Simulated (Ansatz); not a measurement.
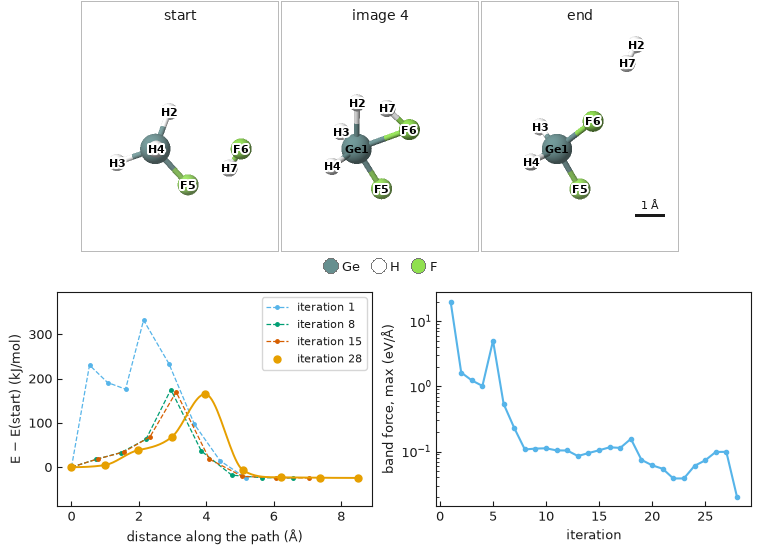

A nudged-elastic-band calculation for GeH4F2. Images are numbered from 0 (start) to 8 (end). The plot follows the band through its iterations. A ball-and-stick model, seen at a tilt.

All numbers below come from RKS B3LYP/def2-SVP in Ansatz 0.2.0. Set-up: 7 movable images; climbing image; force threshold 0.05 eV/Å; iteration limit 60; starting path through a guess of the saddle point.

Question: How did the profile develop, and is the result final?

Answer: The result is final at these settings. The band converged in 28 iterations. The largest component of the band force went from 20 to 0.02 eV/Å. The climbing image converged on the top of the path. Its vibrational analysis gives one imaginary mode (1031i cm⁻¹), as a transition state must have. The first iteration put the highest image at 332.0 kJ/mol. The highest point, image 4, lies 165.1 kJ/mol above the start and 189.4 kJ/mol above the end; the end is at −24.3 kJ/mol relative to the start.
